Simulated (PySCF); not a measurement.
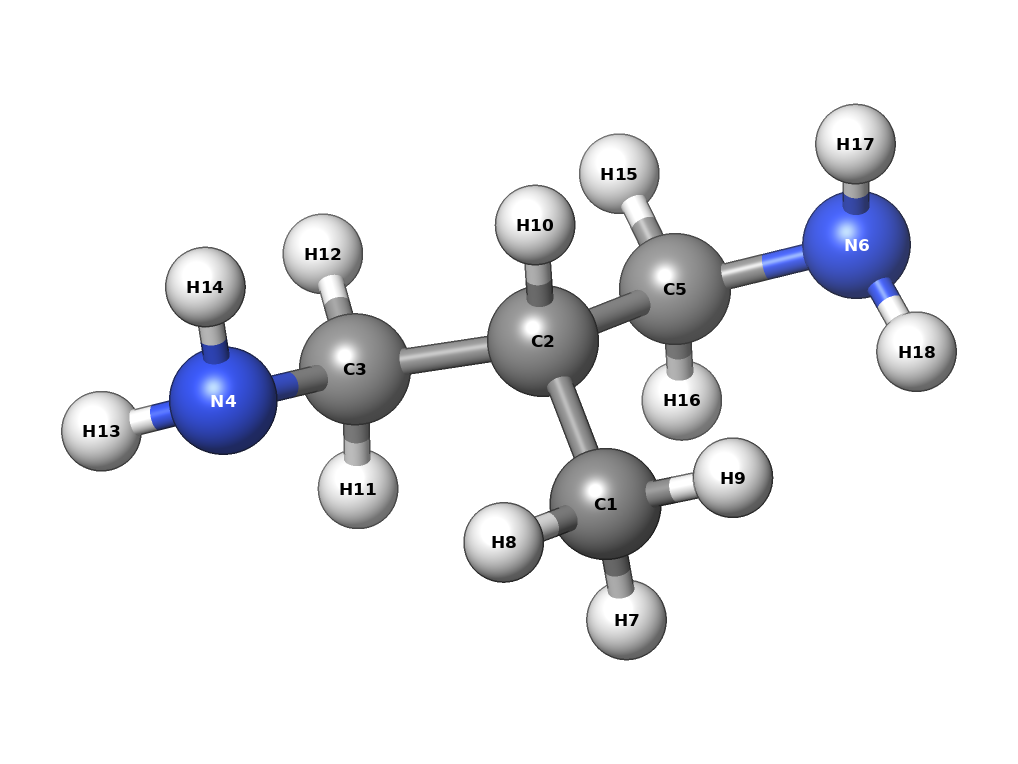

Computed geometry: PBE0-D3(BJ)/def2-SVP optimisation. No frequency run is at hand to confirm it as a minimum. Level of theory: delta-SCF UKS SCAN, pcX-2 on the ionised atom, pcseg-1 elsewhere, spin-free X2C (PySCF 2.14.0).

Give the core-electron binding energies (to vacuum) of C1 1s, C2 1s, C3 1s, N4 1s.

| atom | level | binding energy (eV) |
| --- | --- | --- |
| C1 | 1s | 290.2 |
| C2 | 1s | 290.3 |
| C3 | 1s | 291.2 |
| N4 | 1s | 404.9 |
